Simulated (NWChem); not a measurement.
# One shape, several levels: doublet BCl+

We compute a comparison of 4 runs (UHF/STO-3G, UPBE0/def2-TZVPPD, UB3LYP/6-31G*, U-r2SCAN/def2-TZVPPD) of doublet BCl+. 

The calculation is run with NWChem 7.3.0.

2 further runs of the same task are left out: 1 that didn't finish, 1 set aside as unsound or not needed. Runs told in other sessions of the task aren't counted.

### 1 The structure to begin with

BCl+ has 2 atoms, charge +1, and is taken as a doublet. SMILES of the parent species: `[B]Cl`. The coordinates come from a PBE0-D4/def2-TZVP relaxation. That shape belongs to the parent species and isn't relaxed for this state.

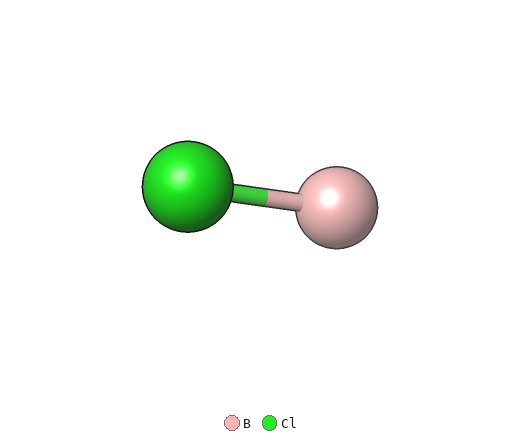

The structure, seen from a chosen angle (boron pink, chlorine green).

### 2 A single-point energy at UHF/STO-3G (run 1)

Input file job.xyz:

```xyz
2
BCl hf
B      0.000000     0.000000    -0.069660
Cl     0.000000     0.000000     1.648190
```

Input file run.py:

```python
from ase.io import read
from ase.calculators.nwchem import NWChem

atoms = read('job.xyz')

calc = NWChem(
    label='job',
    theory='scf',
    memory='2200 mb',
    basis='STO-3G',
    basispar='spherical bse',
    charge=1,
    scf={'nopen': '1', 'uhf': None, 'thresh': '1e-08', 'maxiter': '80'},
    task='energy',
)
atoms.calc = calc

print(f"energy = {atoms.get_potential_energy():.6f} eV")
```

Started as:

```console
$ export ASE_NWCHEM_COMMAND="nwchem PREFIX.nwi > PREFIX.nwo"
$ python run.py
```

Standard output:

```text
energy = -13022.839893 eV
```

The calculator wrote job.nwi:

```
title "job"

permanent_dir job

scratch_dir job

start job

geometry units angstrom nocenter noautosym noautoz
  B  0.0000000000000000e+00 0.0000000000000000e+00 -6.9660000000000000e-02
  Cl 0.0000000000000000e+00 0.0000000000000000e+00 1.6481900000000000e+00
end

charge 1

memory 2200 mb

basis spherical bse noprint
   * library STO-3G
end

scf
  nopen 1
  uhf
  thresh 1e-08
  maxiter 80
end

task scf energy
```

job.nwo:

```text
Northwest Computational Chemistry Package (NWChem) 7.3.0
             --------------------------------------------------------

           Job information
           ---------------

    nwchem branch   = 7.3.0
    use scalapack   = T
    input           = job.nwi
    prefix          = job.
    data base       = job/job.db
    status          = startup
    nproc           =        1

           Memory information
           ------------------

[... 5 lines left out ...]
    hardfail = no
[... 94 lines left out ...]
 1-e energy   =    -682.069884
[... 9 lines left out ...]
 Convergence threshold     :          1.000E-08
[... 17 lines left out ...]
      One electron energy =   -705.485794729110
[... 9 lines left out ...]
          Final alpha eigenvalues
[... 126 lines left out ...]
                     UHF Final Beta Molecular Orbital Analysis
[... 130 lines left out ...]
       Multipole analysis of the density wrt the origin
       ------------------------------------------------

     L   x y z        total         alpha         beta         nuclear
     -   - - -        -----         -----         ----         -------
     0   0 0 0      1.000000    -11.000000    -10.000000     22.000000

     1   1 0 0      0.000000      0.000000      0.000000      0.000000
[... 8 lines of this table left out ...]
     2   0 0 2     -9.964276    -88.404191    -86.562101    165.002017

 Task  times  cpu:        0.5s     wall:        0.5s
 Total times  cpu:        0.5s     wall:        0.5s
```

Wall time 2.3 s (1 thread of Intel Xeon Platinum 8259CL at 2.50GHz (Skylake/Cascade Lake), shared host); peak memory 0.1 GiB.

### 3 A single-point energy at UPBE0/def2-TZVPPD (run 2)

Input file mymol.xyz:

```xyz
2
BCl
B      0.000000     0.000000    -0.069660
Cl     0.000000     0.000000     1.648190
```

Input file mymol.nw:

```
start mymol
title "BCl"
memory stack 880 mb heap 220 mb global 1100 mb
charge 1

geometry noautosym nocenter noautoz
  load format xyz mymol.xyz
end

basis "ao basis" spherical bse
  * library def2-TZVPPD
end

dft
  xc pbe0
  mult 2
  grid xfine
  convergence energy 1e-08
  iterations 100
  mulliken
  print low
end

task dft energy
```

Started as:

```console
$ nwchem mymol.nw > mymol.out
```

Standard output:

```text
[...]
 d= 0,ls=0.0,diis     1   -484.0716717187 -5.10D+02  1.62D-02  1.76D+00     4.2
[...]
 d= 0,ls=0.0,diis    12   -484.4470001063 -1.90D-09  2.62D-07  5.66D-11    41.4
[...]
         Total DFT energy =     -484.447000106297
      One electron energy =     -712.909487682715
           Coulomb energy =      234.006348280218
    Exchange-Corr. energy =      -31.727791876472
 Nuclear repulsion energy =       26.183931172672
[...]
      Total Density - Mulliken Population Analysis
     ---------------------------------------------
    Atom       Charge   Shell Charges
 -----------   ------   -------------------------------------------------------
    1 B    5     4.20   0.92  1.06  0.64  0.52 -0.03  0.00  0.57  0.47 -0.03  0.02  0.06 -0.02  0.01
    2 Cl  17    16.80   2.01  0.44  1.52  1.18  0.81  0.04  4.18  1.67  1.09  2.75  1.03  0.02  0.00  0.01  0.04  0.01  0.00
[...]
      <S2> =      0.7587 (Exact =     0.7500)
[...]
```

Run time: 42 s. Hardware: 1 thread of Intel Xeon Platinum 8259CL at 2.50GHz (Skylake/Cascade Lake), shared host; peak memory 0.12 GiB.

Run 3 isn't shown in full; the table further down has it.

### 4 The energy at U-r2SCAN/def2-TZVPPD (run 4)

Input file calc.xyz:

```xyz
2

B      0.000000     0.000000    -0.069660
Cl     0.000000     0.000000     1.648190
```

Input file run.py:

```python
from ase.io import read
from ase.calculators.nwchem import NWChem

mol = read('calc.xyz')

calc = NWChem(
    label='calc',
    theory='dft',
    memory='2200 mb',
    basis='def2-TZVPPD',
    basispar='spherical bse',
    charge=1,
    dft={'xc': 'r2scan', 'mult': '2', 'grid': 'xfine', 'convergence': 'energy 1e-08', 'iterations': '100', 'mulliken': None},
    task='energy',
)
mol.calc = calc

e = mol.get_potential_energy()
print(f"E = {e:.6f} eV")
```

Started as:

```console
$ export ASE_NWCHEM_COMMAND="nwchem PREFIX.nwi > PREFIX.nwo"
$ python run.py
```

Standard output:

```text
E = -13186.424722 eV
```

The calculator wrote calc.nwi:

```
title "calc"

permanent_dir calc

scratch_dir calc

start calc

geometry units angstrom nocenter noautosym noautoz
  B  0.0000000000000000e+00 0.0000000000000000e+00 -6.9660000000000000e-02
  Cl 0.0000000000000000e+00 0.0000000000000000e+00 1.6481900000000000e+00
end

charge 1

memory 2200 mb

basis spherical bse noprint
   * library def2-TZVPPD
end

dft
  xc r2scan
  mult 2
  grid xfine
  convergence energy 1e-08
  iterations 100
  mulliken
end

task dft energy
```

calc.nwo:

```text
Northwest Computational Chemistry Package (NWChem) 7.3.0
             --------------------------------------------------------

           Job information
           ---------------

    nwchem branch   = 7.3.0
    use scalapack   = T
    input           = calc.nwi
    prefix          = calc.
    data base       = calc/calc.db
    status          = startup
    nproc           =        1

           Memory information
           ------------------

[... 5 lines left out ...]
    hardfail = no
[... 34 lines left out ...]
            Nuclear Dipole moment (a.u.)
[... 55 lines left out ...]
          Convergence on density requested:  1.00D-05
[... 23 lines left out ...]
          Convergence aids based upon iterative change in
[... 31 lines left out ...]
 2-e energy   =     190.221853
[... 66 lines left out ...]
           Coulomb energy =      233.998988800812
[... 670 lines left out ...]
                     DFT Final Beta Molecular Orbital Analysis
[... 754 lines left out ...]
     Multipole analysis of the density
     ---------------------------------

     L   x y z        total         alpha         beta         nuclear
     -   - - -        -----         -----         ----         -------
     0   0 0 0      1.000000    -11.000000    -10.000000     22.000000

     1   1 0 0      0.000000      0.000000      0.000000      0.000000
[... 8 lines of this table left out ...]
     2   0 0 2     -5.889910    -86.470547    -84.421379    165.002017

 Task  times  cpu:       55.4s     wall:       55.4s
 Total times  cpu:       55.5s     wall:       55.5s
```

Run time: 57 s. Hardware: 1 thread of Intel Xeon Platinum 8259CL at 2.50GHz (Skylake/Cascade Lake), shared host; peak memory 0.12 GiB.

### 5 All runs side by side

```
run                                level  iteration cap  module  energy (Eh)  HOMO energy (eV)  LUMO energy (eV)   ⟨S²⟩  wall time
  1                           UHF/STO-3G             80     scf  -478.580543            -20.98             -6.45  0.763      2.3 s
  2                    UPBE0/def2-TZVPPD            100     dft  -484.447000                 –                 –  0.759       42 s
  3  UB3LYP/6-31G* (spherical functions)            100     dft  -484.608068            -17.46            -12.65  0.756       10 s
  4                 U-r2SCAN/def2-TZVPPD            100     dft  -484.592174            -16.74            -12.33  0.763       57 s
```

### 6 Results

```
                                 quantity          value
                      run 4: total energy  -484.59217 Eh
run 4: HOMO energy (highest over α and β)      -16.74 eV
 run 4: LUMO energy (lowest over α and β)      -12.33 eV
                              run 4: ⟨S²⟩          0.763
```

**Reading.** Totals of different functionals can't be ranked against each other. In run 1 the basis is minimal, so the values are rough. All runs together took 1.9 min, the longest 57 s.
